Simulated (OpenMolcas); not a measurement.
## SiH2O2F: single-point calculation (part 2 of 2)

SiH2O2F, multiplicity 4, SMILES [O][SiH](O)F; MC-PDFT (ftLSDA)/cc-pVDZ-DK, DKH2 (OpenMolcas 26.06). The geometry is that of the parent species in another charge or spin state. The geometry comes from this level: GFN2-xTB.

Geometry of the input (Å):
```
O  -0.8401  -1.5140  0.0834
Si -0.0290  -0.2238  0.2865
O  -0.1507  1.1196  -0.6001
F  0.2742  0.3721  1.7362
H  1.3033  -0.8657  -0.0441
H  -0.5575  1.1119  -1.4619
```

What the program printed, continued:
```
      Natural orbitals and occupation numbers for root  1
      sym 1:   1.984558   1.000036   1.997769   1.967345   1.006816   0.029745   0.999073   0.014658

      ************************************************************************************************************************
      *                                                    Final results                                                     *
      ************************************************************************************************************************

++    Final optimization conditions:
      ------------------------------

      Average CI energy                            -539.83554054
      RASSCF energy for state  1                   -539.83554054
      Super-CI energy                                -0.00000000
      RASSCF energy change                            0.00000000
      Max change in MO coefficients               1.704E-04
      Max non-diagonal density matrix element    -5.291E-05
      Maximum BLB matrix element                 -3.621E-06
      (orbital pair  16,  31 in symmetry   1)
      Norm of electronic gradient            1.618E-05
--

      Final state energy(ies):
      ------------------------

::    RASSCF root number  1 Total energy:   -539.83554054

++    Molecular orbitals:
      -------------------

      Pseudonatural active orbitals and approximate occupation numbers

      MOLECULAR ORBITALS FOR SYMMETRY SPECIES 1: a

      INDEX  ENERGY  OCCUPATION COEFFICIENTS ...
          1  -69.0395    2.0000
                15 SI2    1s     ( 1.0000)
          2  -26.2984    2.0000
                47 F4     1s     ( 1.0005)
          3  -20.7510    2.0000
                 1 O1     1s     (-1.0002)
          4  -20.5730    2.0000
                33 O3     1s     ( 1.0006)
          5   -6.2500    2.0000
                16 SI2    2s     ( 1.0032)
          6   -4.3326    2.0000
                19 SI2    2px    (-0.4507)  22 SI2    2py    (-0.8726)  25 SI2    2pz    (-0.1893)
          7   -4.3279    2.0000
                19 SI2    2px    (-0.1582)  22 SI2    2py    ( 0.2866)  25 SI2    2pz    (-0.9450)
          8   -4.3250    2.0000
                19 SI2    2px    ( 0.8784)  22 SI2    2py    (-0.3957)  25 SI2    2pz    (-0.2671)
          9   -1.5791    2.0000
                17 SI2    3s     (-0.1264)  26 SI2    3pz    (-0.1132)  48 F4     2s     (-0.9283)
         10   -1.3515    2.0000
                17 SI2    3s     (-0.1514)  23 SI2    3py    (-0.1303)  26 SI2    3pz    ( 0.1146)  34 O3     2s     (-0.8696)
                66 H6     1s     (-0.3172)  67 H6     *s     ( 0.1516)
         11   -0.7804    2.0000
                17 SI2    3s     (-0.5390)  18 SI2    *s     ( 0.2940)  23 SI2    3py    (-0.2629)  24 SI2    *py    ( 0.1479)
                36 O3     2px    (-0.1681)  38 O3     2py    ( 0.2825)  40 O3     2pz    (-0.4199)  48 F4     2s     ( 0.1743)
                52 F4     2py    ( 0.1372)  54 F4     2pz    ( 0.4948)  66 H6     1s     ( 0.4227)  67 H6     *s     (-0.1579)

         12   -0.6900    2.0000
                17 SI2    3s     ( 0.1205)  18 SI2    *s     (-0.1145)  23 SI2    3py    (-0.1372)  26 SI2    3pz    ( 0.3453)
                27 SI2    *pz    (-0.1985)  36 O3     2px    (-0.1601)  40 O3     2pz    (-0.4064)  48 F4     2s     (-0.1176)
                50 F4     2px    (-0.1205)  52 F4     2py    (-0.5833)  54 F4     2pz    (-0.3853)  66 H6     1s     ( 0.3799)
                67 H6     *s     (-0.1303)
         13   -0.6511    2.0000
                20 SI2    3px    (-0.1648)  26 SI2    3pz    ( 0.1115)  36 O3     2px    (-0.1294)  38 O3     2py    ( 0.1123)
                50 F4     2px    (-0.8669)  52 F4     2py    ( 0.2209)
         14   -0.6351    2.0000
                26 SI2    3pz    ( 0.2016)  27 SI2    *pz    (-0.1379)  38 O3     2py    ( 0.3022)  40 O3     2pz    (-0.1440)
                50 F4     2px    ( 0.2365)  52 F4     2py    ( 0.5493)  54 F4     2pz    (-0.6022)  66 H6     1s     ( 0.1536)

         15   -0.5864    2.0000
                17 SI2    3s     (-0.1730)  26 SI2    3pz    ( 0.2497)  34 O3     2s     ( 0.2431)  36 O3     2px    ( 0.2591)
                38 O3     2py    ( 0.6496)  40 O3     2pz    ( 0.2894)  52 F4     2py    (-0.3159)  66 H6     1s     (-0.2608)
                67 H6     *s     ( 0.1172)
         16   -0.5336    2.0000
                20 SI2    3px    (-0.1648)  36 O3     2px    (-0.7647)  40 O3     2pz    ( 0.3804)  50 F4     2px    ( 0.1924)

         17   -0.8100    1.9846
                 2 O1     2s     ( 0.1199)   3 O1     *s     (-0.1197)   4 O1     2px    ( 0.1758)   6 O1     2py    ( 0.8443)
                 8 O1     2pz    ( 0.2260)  17 SI2    3s     ( 0.3429)  18 SI2    *s     (-0.2308)  20 SI2    3px    (-0.2679)
                21 SI2    *px    ( 0.1477)  23 SI2    3py    (-0.3822)  24 SI2    *py    ( 0.2794)
         18   -0.3619    1.0000
                 4 O1     2px    ( 0.1677)   6 O1     2py    (-0.3523)   8 O1     2pz    ( 0.9072)  18 SI2    *s     ( 0.2297)
                20 SI2    3px    (-0.1128)
         19   -1.3350    1.9978
                 2 O1     2s     ( 0.9810)   6 O1     2py    (-0.1664)  38 O3     2py    ( 0.1075)
         20   -0.6538    1.9673
                 4 O1     2px    ( 0.5943)   6 O1     2py    (-0.1580)   8 O1     2pz    (-0.1241)  17 SI2    3s     ( 0.2795)
                20 SI2    3px    ( 0.2987)  21 SI2    *px    (-0.1423)  23 SI2    3py    (-0.3370)  24 SI2    *py    ( 0.1513)
                26 SI2    3pz    (-0.1139)  38 O3     2py    ( 0.1078)  61 H5     1s     ( 0.4669)  62 H5     *s     (-0.1027)

         21   -0.3578    1.0068
                 4 O1     2px    (-0.6765)  17 SI2    3s     ( 0.1460)  18 SI2    *s     ( 0.1738)  21 SI2    *px    (-0.2206)
                32 SI2    *d2+   ( 0.1220)  38 O3     2py    ( 0.1795)  54 F4     2pz    ( 0.1170)  61 H5     1s     ( 0.6860)
                62 H5     *s     (-0.1122)
         22    0.6473    0.0297
                 2 O1     2s     ( 0.3885)   4 O1     2px    ( 1.0101)   5 O1     *px    (-0.7142)   7 O1     *py    ( 0.1332)
                 8 O1     2pz    (-0.1484)   9 O1     *pz    ( 0.1370)  17 SI2    3s     (-0.5577)  20 SI2    3px    (-0.3381)
                23 SI2    3py    ( 0.8345)  24 SI2    *py    (-0.2682)  26 SI2    3pz    ( 0.2752)  28 SI2    *d2-   ( 0.1396)
                29 SI2    *d1-   (-0.1187)  32 SI2    *d2+   ( 0.3005)  61 H5     1s     ( 1.0059)  62 H5     *s     (-0.3118)

         23    0.0132    0.9991
                 2 O1     2s     (-0.2664)   3 O1     *s     (-0.3161)   4 O1     2px    ( 0.1692)   6 O1     2py    (-0.2552)
                 8 O1     2pz    (-0.3052)  16 SI2    2s     (-0.1188)  17 SI2    3s     ( 0.1232)  18 SI2    *s     ( 0.9065)
                20 SI2    3px    (-0.5272)  21 SI2    *px    (-0.2637)  34 O3     2s     (-0.1352)  35 O3     *s     (-0.2580)
                36 O3     2px    ( 0.1982)  38 O3     2py    ( 0.1857)  49 F4     *s     (-0.1285)  50 F4     2px    ( 0.1731)
                61 H5     1s     (-0.3488)  62 H5     *s     ( 0.1009)  67 H6     *s     ( 0.1598)
         24    0.9749    0.0147
                 2 O1     2s     ( 0.2973)   3 O1     *s     (-0.2158)   4 O1     2px    ( 0.1229)   6 O1     2py    ( 1.2368)
                 7 O1     *py    (-1.1912)   8 O1     2pz    ( 0.4252)   9 O1     *pz    (-0.4078)  16 SI2    2s     (-0.2356)
                17 SI2    3s     (-0.9790)  18 SI2    *s     ( 1.2928)  20 SI2    3px    ( 0.5306)  21 SI2    *px    (-0.5708)
                23 SI2    3py    ( 0.9556)  24 SI2    *py    (-0.8077)  27 SI2    *pz    (-0.1404)  28 SI2    *d2-   (-0.2601)
                30 SI2    *d0    ( 0.1390)  35 O3     *s     (-0.1937)  61 H5     1s     (-0.1589)
--

      Von Neumann Entropy (Root   1) =  1.67701

      Mulliken population analysis for root number:  1
      -----------------------------------------------

++    Molecular charges:
      ------------------

      Mulliken charges per centre and basis function type
      ---------------------------------------------------

                O1      SI2     O3      F4      H5      H6
      1s       2.0012  2.0000  2.0013  2.0010  1.1485  1.0496
      2s       1.9833  2.0064  1.7999  1.9029  0.0000  0.0000
      2px      1.3850  1.9999  1.6979  1.8620  0.0000  0.0000
      2pz      1.0671  2.0005  1.4753  1.7290  0.0000  0.0000
      2py      1.7364  2.0008  1.5870  1.8048  0.0000  0.0000
      3s       0.0000  1.1882  0.0000  0.0000  0.0000  0.0000
      3px      0.0000  0.9676  0.0000  0.0000  0.0000  0.0000
      3pz      0.0000  0.5595  0.0000  0.0000  0.0000  0.0000
      3py      0.0000  0.7262  0.0000  0.0000  0.0000  0.0000
      *s      -0.1459 -0.0585 -0.1236  0.0128 -0.2275 -0.2746
      *px     -0.0428 -0.0928  0.0412  0.0396  0.0068  0.0247
      *pz     -0.0414 -0.1614 -0.1355  0.0014  0.0006  0.0427
      *py     -0.0999 -0.2132  0.0255  0.0399  0.0021  0.0178
      *d2+     0.0028  0.1330  0.0021  0.0002  0.0000  0.0000
      *d1+     0.0005  0.0873  0.0015  0.0008  0.0000  0.0000
      *d0      0.0012  0.1354  0.0021  0.0015  0.0000  0.0000
      *d1-     0.0010  0.1442  0.0018  0.0013  0.0000  0.0000
      *d2-     0.0034  0.1587  0.0013  0.0002  0.0000  0.0000
      Total    7.8519 13.5819  8.3780  9.3975  0.9304  0.8603

      N-E      0.1481  0.4181 -0.3780 -0.3975  0.0696  0.1397

      Total electronic charge=   41.000000

      Total            charge=   -0.000000
--

      Expectation values of various properties for root number:  1
      -----------------------------------------------------------

++    Molecular properties:
      ---------------------

      Charge (e):
                      =   -0.0000
      Dipole Moment (debye):
      Origin of the operator (angstrom)=   -0.1321   -0.0649    0.3855
                   X=  1.8923E+00               Y= -3.2157E+00               Z= -2.8968E+00           Total=  4.7237E+00
      Quadrupole Moment (debye*angstrom):
      Origin of the operator (angstrom)=   -0.1321   -0.0649    0.3855
                  XX= -2.8917E+01              XY= -1.5650E+00              XZ=  3.0450E-01              YY= -3.0442E+01
                  YZ= -1.5448E+00              ZZ= -2.8178E+01
      In traceless form (debye*angstrom)
                  XX=  3.9358E-01              XY= -2.3474E+00              XZ=  4.5674E-01              YY= -1.8948E+00
                  YZ= -2.3172E+00              ZZ=  1.5012E+00
--

      Mulliken spin population analysis for root number:  1
      ---------------------------------------------------

++    Molecular charges:
      ------------------

      Mulliken spin population per centre and basis function type
      ---------------------------------------------------

                O1      SI2     O3      F4      H5      H6
      1s       0.0000  0.0000 -0.0000 -0.0000  0.5759  0.0039
      2s       0.0202  0.0001  0.0039  0.0016  0.0000  0.0000
      2px      0.5312  0.0000  0.0211  0.0142  0.0000  0.0000
      2pz      0.9167 -0.0000  0.0010  0.0118  0.0000  0.0000
      2py      0.1461  0.0000  0.0419  0.0090  0.0000  0.0000
      3s       0.0000  0.0517  0.0000  0.0000  0.0000  0.0000
      3px      0.0000  0.2764  0.0000  0.0000  0.0000  0.0000
      3pz      0.0000  0.0106  0.0000  0.0000  0.0000  0.0000
      3py      0.0000 -0.0506  0.0000  0.0000  0.0000  0.0000
      *s      -0.0332  0.4037 -0.0168 -0.0052 -0.0872  0.0491
      *px     -0.0712  0.1378 -0.0056 -0.0045  0.0009 -0.0000
      *pz     -0.0420 -0.0083  0.0006 -0.0006  0.0003 -0.0002
      *py     -0.0350  0.0101 -0.0010  0.0003  0.0013  0.0003
      *d2+    -0.0002  0.0685 -0.0000  0.0000  0.0000  0.0000
      *d1+     0.0004  0.0149  0.0002  0.0000  0.0000  0.0000
      *d0     -0.0001  0.0050 -0.0000  0.0000  0.0000  0.0000
      *d1-     0.0005  0.0206 -0.0000 -0.0000  0.0000  0.0000
      *d2-     0.0001  0.0100 -0.0000  0.0000  0.0000  0.0000
      Total    1.4334  0.9504  0.0453  0.0266  0.4912  0.0531

      Total electronic spin=    3.000000
--

      Average orbitals are written to the RASORB file
      Natural orbitals for root   1 are written to the RASORB.1 file
      Spin density orbitals for root   1 are written to the SPDORB.1 file

--- Stop Module: rasscf /rc=_RC_ALL_IS_WELL_ ---
--- Module rasscf spent 8 seconds ---

--- Start Module: mcpdft ---

                                              &MCPDFT

                       available to each process: 1.9 GB of memory, 1 thread

 ###############################################################################
 ###    WARNING: Deprecation warning: KSDF should be replaced                ###
 ###    with FUNC keyword                                                    ###
 ###############################################################################

++    Wave function specifications:
      -----------------------------

      Number of closed shell electrons          32
      Number of electrons in active shells       9
      Max number of holes in RAS1 space          0
      Max nr of electrons in RAS3 space          0
      Number of inactive orbitals               16
      Number of active orbitals                  8
      Number of secondary orbitals              46
      Spin quantum number                      1.5
      State symmetry                             1
      Number of CSFs                          1344
      Number of RASSCF root(s) available         1
--

++    Orbital specifications:
      -----------------------

      Symmetry species                           1
                                                 a
      Frozen orbitals                            0
      Inactive orbitals                         16
      Active orbitals                            8
      RAS1 orbitals                              0
      RAS2 orbitals                              8
      RAS3 orbitals                              0
      Secondary orbitals                        46
      Deleted orbitals                           0
      Number of basis functions                 70
--

++    MCPDFT specifications:
      ----------------------

      Cholesky decomposition                     Off
      Type of calculation                        MC-PDFT
      On-Top Functional                          FT:LSDA
      Exchange scaling factor                    1.00
      Correlation scaling factor                 1.00
      Wave function energy weight                0.00
--

      Numerical integration parameters
      --------------------------------
      Radial quadrature type:                         MHL
      Size of radial grid:                            99
      Lebedev angular grid:                           41
      Angular grid pruned with the crowding factor:  1.00E+10
                                 and fading factor:  1.00E+01
      Screening threshold for integral computation:   1.00E-11
      Radial quadrature accuracy:                     1.00E-25
      Maximum batch size:                             128
      AO values are stored on disk

++    DFT functional specifications:
      ------------------------------
      Using Libxc version: 6.2.2
      Please cite the following reference:
      S. Lehtola, C. Steigemann, M. J.T. Oliveira, and M. A.L. Marques.,  SoftwareX 7, 1–5 (2018) doi:10.1016/j.softx.2017.11.002

      * Slater exchange
        - P. A. M. Dirac.,  Math. Proc. Cambridge Philos. Soc. 26, 376 (1930) doi:10.1017/S0305004100016108
        - F. Bloch.,  Z. Phys. 57, 545 (1929) doi:10.1007/BF01340281
      * Vosko, Wilk & Nusair (VWN5_RPA)
--
   File JOBOLD not found -- use JOBIPH.
      The MO-coefficients are taken from the file:
      JOBIPH
 Reference MC-SCF energies taken from JOBIPH

++    MC-PDFT RESULTS, STATE 0001
      ---------------------------

      MCSCF reference energy                                             -539.83554054

      Integrated total density:                                                 41.000
      Integrated alpha density before functional transformation:                22.000
      Integrated  beta density before functional transformation:                19.000
      Integrated alpha density  after functional transformation:                24.251
      Integrated  beta density  after functional transformation:                16.749
      Integrated alpha tau     before functional transformation:                 0.000
      Integrated  beta tau     before functional transformation:                 0.000
      Integrated alpha tau      after functional transformation:                 0.000
      Integrated  beta tau      after functional transformation:                 0.000
      NOTE:
      Densities after transformation are intermediate quantities
      and should not be interpreted as real spin densities

      Exchange energy scaling factor                                          1.000000
      Correlation energy scaling factor                                       1.000000

      Integrated alpha exchange energy                                      -26.306383
      Integrated beta  exchange energy                                      -17.595602
      Integrated  correlation   energy                                       -3.731582

      Nuclear Repulsion energy                                            179.40443048
      CASSCF contribution energy                                         -491.87716314
      On-top energy                                                       -47.63356696

      Total MCPDFT energy for state   1                                  -539.51073010
--

::    MCPDFT root number  1 Total energy:   -539.51073010

--- Stop Module: mcpdft /rc=_RC_ALL_IS_WELL_ ---
--- Module mcpdft spent 1 second ---

.##################.
.# Happy landing! #.
.##################.

    Timing: Wall=11.80 User=9.90 System=1.76
```

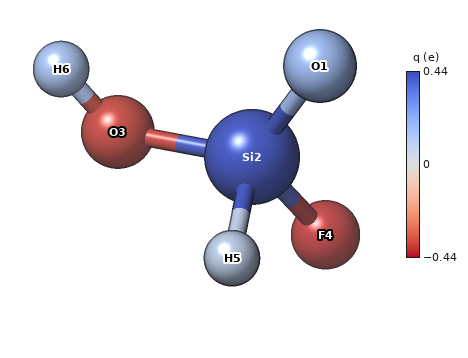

Fig. 1: Mulliken charges, as the colour of each atom (ball-and-stick view, seen at a tilt; atoms are numbered from 1 in the order of the input). By element: O −0.38 to +0.15, Si +0.42, F −0.40 and H +0.07 to +0.14 e.

Key numbers:

- outcome: converged
- total energy: −539.510730 hartree
- basis functions: 70
- dipole moment: 4.72 debye
- hardware: 1 thread of Intel Xeon (Sapphire Rapids), 16 GiB of memory available, shared host
- wall time: 12 s
- peak memory: 0.42 GiB
